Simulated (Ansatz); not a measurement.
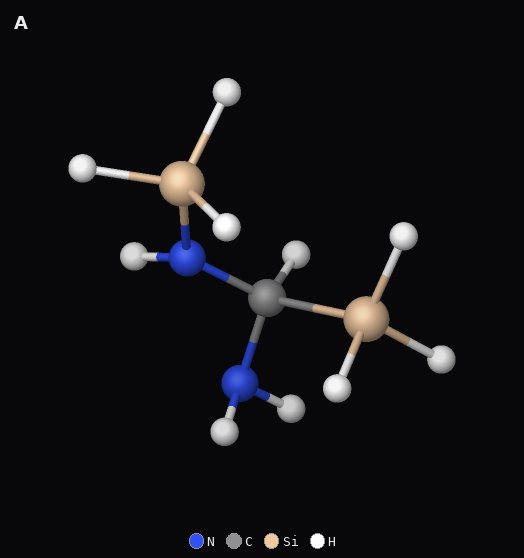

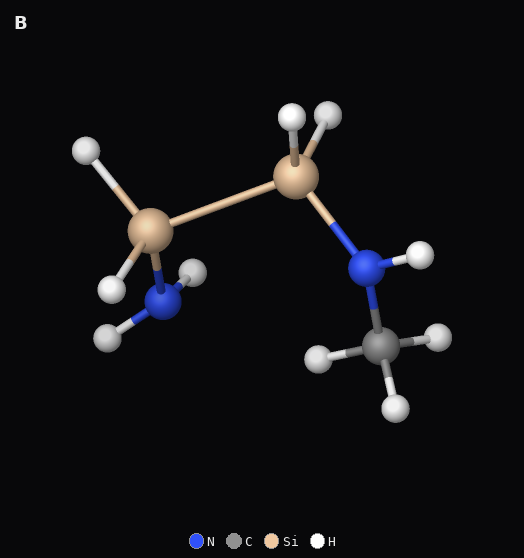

2 stationary structures of one formula. Geometries: PBE-D4/def2-SVP. Electronic energies: PBE-D4/def2-SVP (Ansatz 0.2.0), without zero-point energy. No frequency run is at hand to confirm each as a minimum. Each is one conformer, not always the lowest.

**How are they related?**

They are constitutional isomers of CH10N2Si2: A `N[C@H]([SiH3])N[SiH3]`, B `CN[SiH2][SiH2]N`.

**Which structure is the most stable?**

B is lowest; A lies 24.4 kcal/mol above it.
